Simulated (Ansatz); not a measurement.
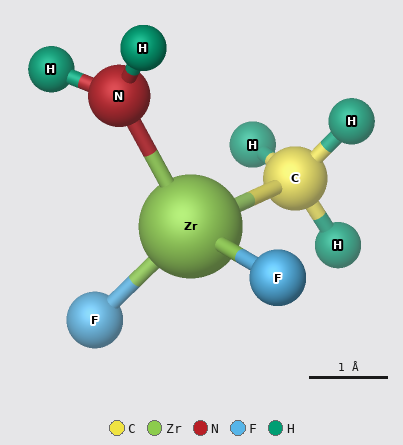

**Figure 1.** The structure (ball-and-stick view, seen at a tilt). Sticks mark near contacts. Bond lengths as drawn: C–H 1.10 Å, C–Zr 2.22 Å, F–Zr 1.91 Å, H–N 1.01 Å and N–Zr 2.02 Å.

## Run report: CH$_{5}$F$_{2}$NZr, single-point calculation

System: CH$_{5}$F$_{2}$NZr.
Method: RKS wB97X-V/def2-TZVPP (Ansatz 0.2.0).

The geometry comes from this level: PBE0-D4/def2-TZVP.

Log:
```
Functional definition: wB97X-V
  name "wB97X-V"
  cite "Mardirossian & Head-Gordon, Phys. Chem. Chem. Phys. 16, 9904 (2014) doi:10.1039/C3CP54374A"
  cite "Becke, J. Chem. Phys. 107, 8554 (1997) doi:10.1063/1.475007"
  cite "Vydrov & Van Voorhis, J. Chem. Phys. 133, 244103 (2010) doi:10.1063/1.3521275"
  parameter omega = 0.3/bohr
  parameter cx = 0.167
  parameter cx1 = 0.603
  parameter cx2 = 1.194
  parameter css0 = 0.556
  parameter css1 = -0.257
  parameter cos0 = 1.219
  parameter cos1 = -1.850
  parameter b = 6.0
  parameter c = 0.01
  exchange = spin_sum(e_x_unif_sr(omega)*poly(b97_u_x, 1 - cx, cx1, cx2)) + cx*exact_x_sr(omega) + exact_x_lr(omega)
  correlation = spin_sum(e_c_pw_same_spin*poly(b97_u_same, css0, css1))
      + integral(e_c_pw_opposite_spin*poly(b97_u_opposite, cos0, cos1)) + vv10(b, c)
1285 factors; their error is unknown
316 factors; integrals over basis functions are off by at most 1.2e-5 eV
mean field evaluation 1: about -9316.9761 eV, gradient 8.1e1 eV
mean field evaluation 2: about -9311.1255 eV, gradient 1.0e2 eV
mean field evaluation 4: about -9328.8872 eV, gradient 3.7e0 eV
mean field evaluation 8: about -9328.9202 eV, gradient 1.6e-1 eV
mean field evaluation 16: about -9328.9460 eV, gradient 1.4e-4 eV
mean field -9328.94600693 eV, -342.8324423680 hartree, gradient 3.1e-5 eV, S^2 0.000000; 0 other end points of the search recorded, 0 dependent functions left out
reference -9328.94600326 eV, -342.8324422331 hartree; 24, 24 occupied and 226, 226 virtual orbitals, 1285 factors
Total energy: -9328.94600326 eV, -342.8324422331 hartree
```

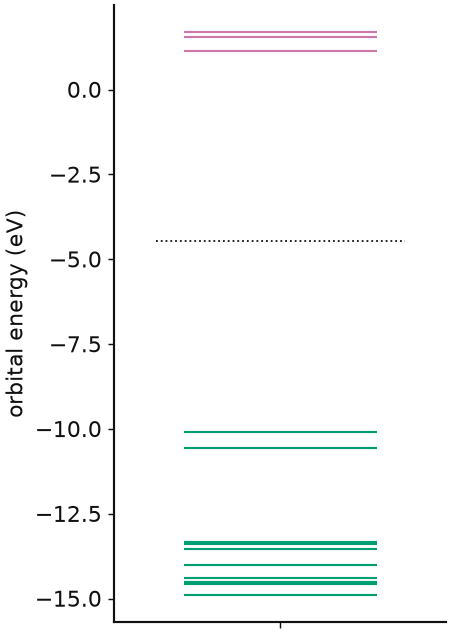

**Figure 2.** Orbital energies near the frontier; the dotted line parts filled from empty levels, and levels within 0.02 eV of each other stand side by side. Highest filled −10.09 eV, lowest empty 1.14 eV, 11.23 eV apart.

This output came from the following input.

The input:
```yaml
crystal:
  periodic: [false, false, false]
  atoms:
    - {symbol: C, position_ang: [-1.532590, -0.406221, 0.203630]}
    - {symbol: Zr, position_ang: [0.284911, 0.573115, -0.611251]}
    - {symbol: N, position_ang: [1.811090, -0.154690, 0.490801]}
    - {symbol: F, position_ang: [0.419834, -0.010492, -2.423896]}
    - {symbol: F, position_ang: [0.053047, 2.441691, -0.296284]}
    - {symbol: H, position_ang: [-2.423199, -0.065216, -0.338629]}
    - {symbol: H, position_ang: [-1.481491, -1.496211, 0.109662]}
    - {symbol: H, position_ang: [-1.677222, -0.172710, 1.263798]}
    - {symbol: H, position_ang: [2.179859, 0.261094, 1.336168]}
    - {symbol: H, position_ang: [2.365751, -0.970359, 0.266004]}
basis:
  gaussian: {orbitals: def2-TZVPP}
hamiltonian: {xc: {name: wB97X-V}}
output: {orbitals: {seedname: orbitals}}
```

Run as:
```bash
ansatz run in.yaml --threads 4 --pin off --events-out ev --progress --plain --max-ram 10444MiB
```

Summary:

| quantity | value |
| --- | --- |
| outcome | converged |
| total energy | −9328.9460 eV |
| SCF solution under orbital rotations | stable |
| HOMO | −10.09 eV |
| LUMO | 1.14 eV |
| hardware | 4 threads of Arm Neoverse V1, 23 GiB of memory available, shared host |
| wall time | 10 s (CPU time 38 s) |
| peak memory | 0.73 GiB |
